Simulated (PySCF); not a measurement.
# NdF₆ (-3): ligand-field states

Wanted: ligand-field states for NdF₆ (-3).

Computed with PySCF 2.14.0 and routines of our own; the level stands in each step. Atoms count from 0.

## 1. The starting structure

7 atoms, charge -3, states of the metal's open shell are computed; geometry from: model geometry, bond lengths from ionic radii.

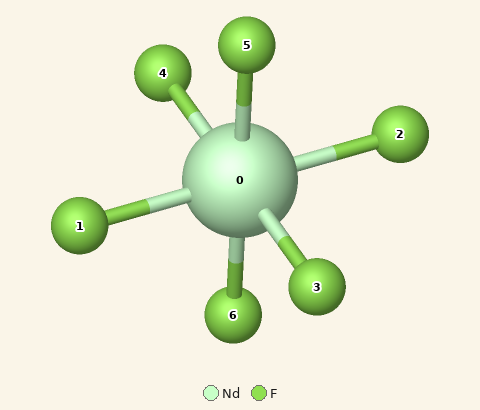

The starting geometry (neodymium light green, fluorine green); sticks join atoms by distance alone.

## 2. Ligand-field states: state-averaged CASSCF in water

What the job is given:

```
{"job": {"kind": "lf", "basis": {"metal": "x2c-TZVPall", "ligand": "x2c-SVPall"}, "nevpt": false, "solvent": "water"}, "charge": -3, "metal": "Nd", "open_shell": "f3"}
Nd     0.000000     0.000000     0.000000
F      0.000000     0.000000     2.283000
F      0.000000     0.000000    -2.283000
F      2.283000     0.000000     0.000000
F     -2.283000     0.000000     0.000000
F      0.000000     2.283000     0.000000
F     -0.000000    -2.283000     0.000000
```

Method: state-averaged CASSCF of the metal f shell, state-interaction spin-orbit coupling.

The run is started by

```sh
OMP_NUM_THREADS=1 python lf_run.py task.json out
```

This one command runs all jobs of the session in turn.

Log:

```text
basis functions 188, electrons 117, active (3e, 7o)
stage 1: DIIS on the effective Fock matrix, level shift 0.30
cycle   1  E = -10209.7100599610  dE = -1.021e+04  max|g| = 3.274e+00
cycle   2  E = -10215.7356687774  dE = -6.026e+00  max|g| = 2.178e+00
cycle   3  E = -10217.1399151537  dE = -1.404e+00  max|g| = 1.146e+00
cycle   4  E = -10217.4098504664  dE = -2.699e-01  max|g| = 1.313e-01
cycle   5  E = -10217.4288258596  dE = -1.898e-02  max|g| = 3.689e-02
cycle   6  E = -10217.4288691540  dE = -4.329e-05  max|g| = 3.108e-02
cycle   7  E = -10217.4301288908  dE = -1.260e-03  max|g| = 2.292e-02
cycle   8  E = -10217.4306045589  dE = -4.757e-04  max|g| = 1.448e-02
cycle   9  E = -10217.4307926520  dE = -1.881e-04  max|g| = 7.863e-03
cycle  10  E = -10217.4308298647  dE = -3.721e-05  max|g| = 8.833e-03
cycle  11  E = -10217.4308527638  dE = -2.290e-05  max|g| = 7.777e-03
cycle  12  E = -10217.4308739671  dE = -2.120e-05  max|g| = 5.504e-03
cycle  13  E = -10217.4308859435  dE = -1.198e-05  max|g| = 4.747e-03
cycle  14  E = -10217.4308960849  dE = -1.014e-05  max|g| = 3.765e-03
cycle  15  E = -10217.4309022622  dE = -6.177e-06  max|g| = 3.202e-03
cycle  16  E = -10217.4309058234  dE = -3.561e-06  max|g| = 3.432e-03
cycle  17  E = -10217.4309087837  dE = -2.960e-06  max|g| = 2.986e-03
cycle  18  E = -10217.4309103202  dE = -1.536e-06  max|g| = 2.397e-03
cycle  19  E = -10217.4309113477  dE = -1.028e-06  max|g| = 2.455e-03
cycle  20  E = -10217.4309121320  dE = -7.843e-07  max|g| = 2.081e-03
cycle  21  E = -10217.4309128435  dE = -7.115e-07  max|g| = 1.520e-03
cycle  22  E = -10217.4309133145  dE = -4.710e-07  max|g| = 1.430e-03
cycle  23  E = -10217.4309137243  dE = -4.098e-07  max|g| = 1.332e-03
cycle  24  E = -10217.4309140683  dE = -3.440e-07  max|g| = 1.231e-03
cycle  25  E = -10217.4309143631  dE = -2.948e-07  max|g| = 1.101e-03
cycle  26  E = -10217.4309146300  dE = -2.669e-07  max|g| = 1.298e-03
stage 2: quasi-Newton rotations from the point of smallest gradient
cycle  28  E = -10217.4309158851  dE = -1.522e-06  max|g| = 2.310e-04
cycle  29  E = -10217.4309159880  dE = -1.029e-07  max|g| = 1.708e-04
cycle  30  E = -10217.4309160062  dE = -1.821e-08  max|g| = 2.559e-05
cycle  31  E = -10217.4309160069  dE = -7.585e-10  max|g| = 7.672e-06
converged average energy = -10217.4309160069

 mult deg   label        CASSCF/cm-1   NEVPT2/cm-1
   4   1   4A2u                0.0
   4   3   4T2u              217.5
   4   2   4Eu               385.2
   4   3   4T1u              757.6
   4   1   4A1u              800.4
   4   3   4T2u              865.4
   2   3   2T1u            14305.2
   2   3   2T2u            14382.4
   4   3   4T1u            14554.4
   2   2   2Eu             14693.7
   2   3   2T1u            14713.9
   4   1   4A1u            14765.0
   4   3   4T2u            14876.3
   4   1   4A2u            15122.2
   2   3   2T2u            18968.2
   2   2   2Eu             18983.1
   2   3   2T1u            19053.4
   2   1   2A1u            19094.9
   2   3   2T1u            21320.3
   2   3   2T2u            21433.7
   2   1   2A2u            21685.2
   2   3   2T2u            21980.4
   2   2   2Eu             22035.6
   2   3   2T1u            22097.5
   4   3   4T2u            22366.4
   4   2   4Eu             22862.8
   4   3   4T1u            23312.6
   4   1   4A1u            23937.8
   2   3   2T2u            26306.8
   2   5   2P              26430.8
   2   3   2T2u            34337.2
   2   3   2T1u            34511.5
   2   1   2A1u            34512.4
   2   2   2Eu             34730.2
   2   3   2T2u            34918.8
   2   1   2A2u            35140.0
   2   1   2A1u            35541.5
   2   3   2T1u            35571.9
   2   2   2Eu             35603.7
   2   3   2T2u            35689.4
   2   3   2T1u            35760.0
   2   3   2T2u            35996.3
   2   2   2Eu             36014.9
   4   3   4T2u            36870.4
   4   2   4Eu             37664.0
   2   3   2T1u            39652.7
   2   2   2Eu             39678.8
   2   3   2T1u            39919.1
   2   3   2T2u            40126.1
   2   2   2Eu             40463.2
   2   3   2T2u            41198.7
   2   3   2T1u            47982.5
   2   3   2T2u            48114.6
   2   1   2A2u            48521.0
   2   3   2T2u            60944.2
   2   2   2Eu             60991.5
   2   3   2T1u            61114.6
   2   1   2A1u            61228.4
   2   1   2A2u            86470.6
   2   3   2T2u            87257.3

spin-orbit levels / cm-1
      0.00  x4  4T2u 0.44 4A2u 0.24 4Eu 0.16
    148.35  x2  4Eu 0.44 4T2u 0.33 4T2u 0.21
    479.04  x4  4T1u 0.44 4T2u 0.34 4A1u 0.16
   1997.73  x4  4T2u 0.33 4Eu 0.26 4T2u 0.21
   2005.22  x2  4T2u 0.48 4Eu 0.33 4T1u 0.17
   2289.00  x4  4T1u 0.38 4T2u 0.23 4A1u 0.22
   2324.29  x2  4T2u 0.45 4T1u 0.40 4T2u 0.13
   4029.37  x2  4Eu 0.45 4T2u 0.45 4T1u 0.05
   4038.96  x4  4T2u 0.37 4Eu 0.21 4A2u 0.20
   4351.56  x2  4T1u 0.66 4Eu 0.15 4T2u 0.14
   4356.79  x4  4T2u 0.41 4A1u 0.27 4T2u 0.13
   4398.26  x2  4T1u 0.59 4T2u 0.28 4T2u 0.11
   6078.33  x4  4T2u 0.48 4A2u 0.23 4Eu 0.23
   6190.79  x2  4Eu 0.52 4T2u 0.42 4T2u 0.05
   6540.60  x4  4T1u 0.43 4T2u 0.34 4T2u 0.12
   6622.72  x4  4T1u 0.43 4A1u 0.28 4T2u 0.22
   6659.25  x2  4T2u 0.81 4T1u 0.11 4Eu 0.06
  15403.81  x2  2T1u 0.79 2A1u 0.07 2T1u 0.05
  15563.56  x4  2T2u 0.37 4T1u 0.22 4T2u 0.10
  15695.66  x4  4T1u 0.26 2Eu 0.20 2T1u 0.19
```

Wall time 35 s (1 thread of Arm Neoverse V2, shared host); peak memory 0.55 GiB.

Warnings kept with the result: spin Hamiltonian not valid, low-lying orbital states.

Key values:

```csv
quantity,value
spin-orbit constant ζ,919 cm⁻¹
```

Powder susceptibility:

```csv
T (K),χT (cm³ K/mol),μ(eff)
2,0.737,2.43
5,0.752,2.45
10,0.778,2.49
20,0.830,2.58
30,0.881,2.65
50,0.980,2.80
75,1.087,2.95
100,1.173,3.06
150,1.300,3.22
200,1.389,3.33
250,1.455,3.41
300,1.505,3.47
```

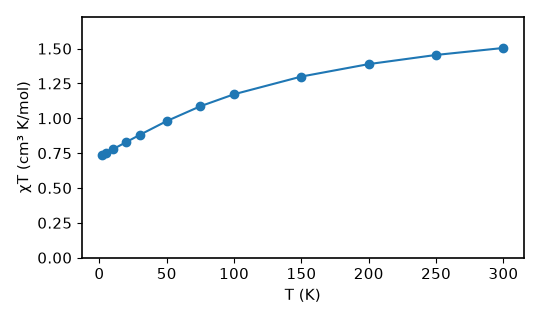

χT against temperature.

## 3. Ligand-field states: state-averaged CASSCF (shift 0.1) in water

What the job is given:

```
{"job": {"kind": "lf", "basis": {"metal": "x2c-TZVPall", "ligand": "x2c-SVPall"}, "nevpt": false, "solvent": "water", "shift": 0.1}, "charge": -3, "metal": "Nd", "open_shell": "f3"}
Nd     0.000000     0.000000     0.000000
F      0.000000     0.000000     2.283000
F      0.000000     0.000000    -2.283000
F      2.283000     0.000000     0.000000
F     -2.283000     0.000000     0.000000
F      0.000000     2.283000     0.000000
F     -0.000000    -2.283000     0.000000
```

Level: state-averaged CASSCF of the metal f shell, state-interaction spin-orbit coupling.

Log:

```text
basis functions 188, electrons 117, active (3e, 7o)
stage 1: DIIS on the effective Fock matrix, level shift 0.10
cycle   1  E = -10209.7100599610  dE = -1.021e+04  max|g| = 3.274e+00
cycle   2  E = -10214.6571852298  dE = -4.947e+00  max|g| = 2.444e+00
cycle   3  E = -10216.3197475237  dE = -1.663e+00  max|g| = 1.741e+00
cycle   4  E = -10217.3676448925  dE = -1.048e+00  max|g| = 1.226e-01
cycle   5  E = -10217.1520626564  dE =  2.156e-01  max|g| = 4.567e-01
cycle   6  E = -10217.3630028244  dE = -2.109e-01  max|g| = 1.534e-01
cycle   7  E = -10217.4281912474  dE = -6.519e-02  max|g| = 3.753e-02
cycle   8  E = -10217.4119146295  dE =  1.628e-02  max|g| = 1.541e-01
cycle   9  E = -10217.4229281428  dE = -1.101e-02  max|g| = 9.407e-02
cycle  10  E = -10217.4295805010  dE = -6.652e-03  max|g| = 2.923e-02
cycle  11  E = -10217.4290954298  dE =  4.851e-04  max|g| = 2.959e-02
...
cycle  32  E = -10217.4309159998  dE = -6.583e-09  max|g| = 8.787e-05
cycle  33  E = -10217.4309160026  dE = -2.789e-09  max|g| = 6.387e-05
cycle  34  E = -10217.4309160043  dE = -1.766e-09  max|g| = 4.140e-05
cycle  35  E = -10217.4309160054  dE = -1.024e-09  max|g| = 3.669e-05
cycle  36  E = -10217.4309160061  dE = -7.221e-10  max|g| = 2.679e-05
cycle  37  E = -10217.4309160065  dE = -3.965e-10  max|g| = 1.624e-05
cycle  38  E = -10217.4309160054  dE =  1.035e-09  max|g| = 4.588e-05
cycle  39  E = -10217.4309160059  dE = -4.493e-10  max|g| = 3.991e-05
cycle  40  E = -10217.4309160063  dE = -3.874e-10  max|g| = 1.966e-05
stage 2: quasi-Newton rotations from the point of smallest gradient
cycle  42  E = -10217.4309160070  dE = -5.148e-10  max|g| = 3.389e-06
converged average energy = -10217.4309160070

 mult deg   label        CASSCF/cm-1   NEVPT2/cm-1
   4   1   4A2u                0.0
   4   3   4T2u              217.5
   4   2   4Eu               385.2
   4   3   4T1u              757.6
   4   1   4A1u              800.4
   4   3   4T2u              865.4
   2   3   2T1u            14305.2
   2   3   2T2u            14382.4
   4   3   4T1u            14554.5
   2   2   2Eu             14693.7
   2   3   2T1u            14713.9
   4   1   4A1u            14765.0
   4   3   4T2u            14876.3
   4   1   4A2u            15122.3
   2   3   2T2u            18968.3
   2   2   2Eu             18983.2
   2   3   2T1u            19053.5
   2   1   2A1u            19094.9
   2   3   2T1u            21320.3
   2   3   2T2u            21433.7
   2   1   2A2u            21685.3
   2   3   2T2u            21980.4
   2   2   2Eu             22035.6
   2   3   2T1u            22097.6
   4   3   4T2u            22366.4
   4   2   4Eu             22862.8
   4   3   4T1u            23312.6
   4   1   4A1u            23937.9
   2   3   2T2u            26306.9
   2   5   2P              26430.8
   2   3   2T2u            34337.3
   2   3   2T1u            34511.6
   2   1   2A1u            34512.5
   2   2   2Eu             34730.2
   2   3   2T2u            34918.9
   2   1   2A2u            35140.1
   2   1   2A1u            35541.6
   2   3   2T1u            35572.0
   2   2   2Eu             35603.8
   2   3   2T2u            35689.4
   2   3   2T1u            35760.0
   2   3   2T2u            35996.4
   2   2   2Eu             36015.0
   4   3   4T2u            36870.5
   4   2   4Eu             37664.1
   2   3   2T1u            39652.7
   2   2   2Eu             39678.9
   2   3   2T1u            39919.1
   2   3   2T2u            40126.1
   2   2   2Eu             40463.3
   2   3   2T2u            41198.7
   2   3   2T1u            47982.6
   2   3   2T2u            48114.6
   2   1   2A2u            48521.1
   2   3   2T2u            60944.3
   2   2   2Eu             60991.6
   2   3   2T1u            61114.7
   2   1   2A1u            61228.5
   2   1   2A2u            86470.7
   2   3   2T2u            87257.4

spin-orbit levels / cm-1
      0.00  x4  4T2u 0.44 4A2u 0.24 4Eu 0.16
    148.35  x2  4Eu 0.44 4T2u 0.33 4T2u 0.21
    479.04  x4  4T1u 0.44 4T2u 0.34 4A1u 0.16
   1997.73  x4  4T2u 0.33 4Eu 0.26 4T2u 0.21
   2005.22  x2  4T2u 0.48 4Eu 0.33 4T1u 0.17
   2289.01  x4  4T1u 0.38 4T2u 0.23 4A1u 0.22
   2324.30  x2  4T2u 0.45 4T1u 0.40 4T2u 0.13
   4029.38  x2  4Eu 0.45 4T2u 0.45 4T1u 0.05
   4038.96  x4  4T2u 0.37 4Eu 0.21 4A2u 0.20
   4351.57  x2  4T1u 0.66 4Eu 0.15 4T2u 0.14
   4356.80  x4  4T2u 0.41 4A1u 0.27 4T2u 0.13
   4398.28  x2  4T1u 0.59 4T2u 0.28 4T2u 0.11
   6078.34  x4  4T2u 0.48 4A2u 0.23 4Eu 0.23
   6190.80  x2  4Eu 0.52 4T2u 0.42 4T2u 0.05
   6540.62  x4  4T1u 0.43 4T2u 0.34 4T2u 0.12
   6622.74  x4  4T1u 0.43 4A1u 0.28 4T2u 0.22
   6659.27  x2  4T2u 0.81 4T1u 0.11 4Eu 0.06
  15403.86  x2  2T1u 0.79 2A1u 0.07 2T1u 0.05
  15563.59  x4  2T2u 0.37 4T1u 0.22 4T2u 0.10
  15695.67  x4  4T1u 0.26 2Eu 0.20 2T1u 0.19
```

It took 36 s on 1 thread of Arm Neoverse V2, shared host; peak memory 0.56 GiB.

Warnings kept with the result: spin Hamiltonian not valid, low-lying orbital states.

From this job:

```csv
quantity,value
spin-orbit constant ζ,919 cm⁻¹
```

Powder susceptibility:

```csv
T (K),χT (cm³ K/mol),μ(eff)
2,0.737,2.43
20,0.830,2.58
100,1.173,3.06
300,1.505,3.47
```

## 4. The runs side by side

From the CASSCF states (cm⁻¹; the spread is that of the fitted one-electron ligand-field levels):

```csv
step,setting,ground state,next state,orbital spread,ζ,"μ(eff), 300 K"
2,as given,4A2u,4T2u at 218,1634,919,3.47
3,shift 0.1,4A2u,4T2u at 218,1634,919,3.47
```

## 5. Results

| quantity | value |
| --- | --- |
| spin-orbit constant ζ (step 2, state-averaged CASSCF in water) | 919 cm⁻¹ |
| ground multiplicity, μ(eff) at 300 K (step 2, 6 donors at 2.28 Å) | 4, 3.47 μB |
| ground multiplicity, μ(eff) at 300 K (step 3, 6 donors at 2.28 Å) | 4, 3.47 μB |

In step 2, χT goes from 0.74 at 2 K to 1.50 cm³ K/mol at 300 K, as higher levels fill or mix in.
